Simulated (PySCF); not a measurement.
C2H4KO2, charge +1, SMILES `[K+].COC=O`.

PySCF calculation, BP86/def2-SVPD, gas phase; geometry: GFN2-xTB. GFN2-xTB bond lengths at metals and heavier atoms can be off by up to 0.1 Å and shapes distorted, which carries into these values.

Cartesian coordinates (Å):

```
K1      -2.5475   -0.0507    0.0000
C2       1.7055    1.4358   -0.0001
O3       0.7186    0.3843   -0.0001
C4       1.2208   -0.8445    0.0001
O5       2.3633   -1.1468   -0.0002
H6       2.3341    1.3561   -0.8868
H7       1.1601    2.3744   -0.0025
H8       2.3314    1.3583    0.8906
H9       0.3652   -1.5723    0.0005
```

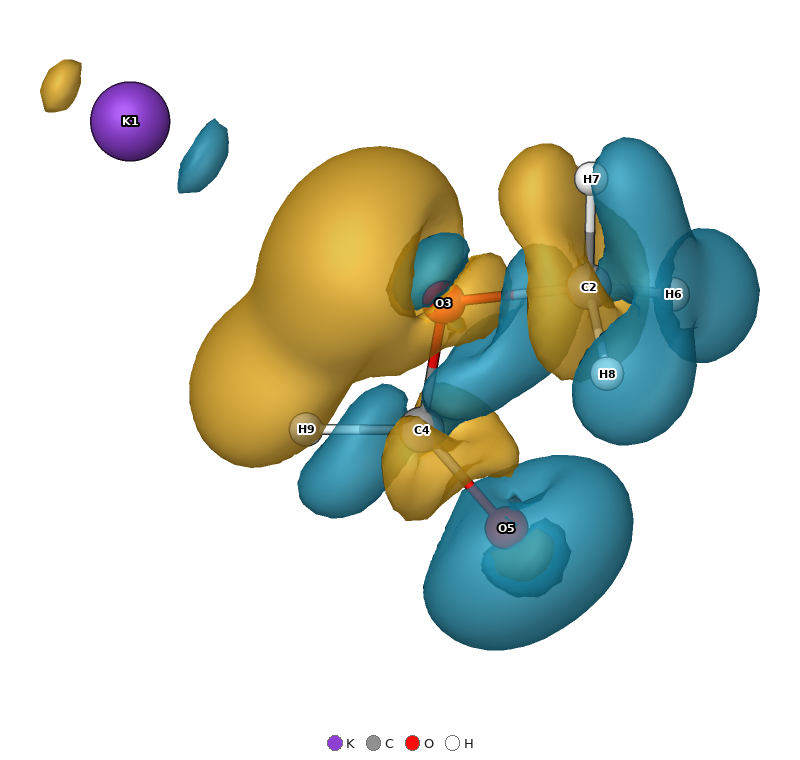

Density of the complex less the densities of the two fragments at the same geometry, ±0.005 e/Å³ (yellow: gain, teal: loss). Fragment A: K(+1) (atom 1); fragment B: H4C2O2.

**Which way does charge flow?**

Hirshfeld charges show 0.024 e passing from B to A. By Hirshfeld charges, electrons gather most on O3 (−0.040 e) and leave O5 most (+0.050 e); 0.16 e is displaced in all.

**What is the interaction energy, and which contacts carry it?**

The counterpoise-corrected interaction energy of the frozen fragments is −3.8 kcal/mol without dispersion correction and −6.6 kcal/mol with D3(BJ). D3 uses neutral-atom coefficients and tends to overbind metal cations. The pair geometry is semi-empirical, not a minimum at this level. Contacts: K1···O3, 3.29 Å, ρ = 0.005 a.u. The pose is a local one from a semi-empirical search, not shown to be the most stable.
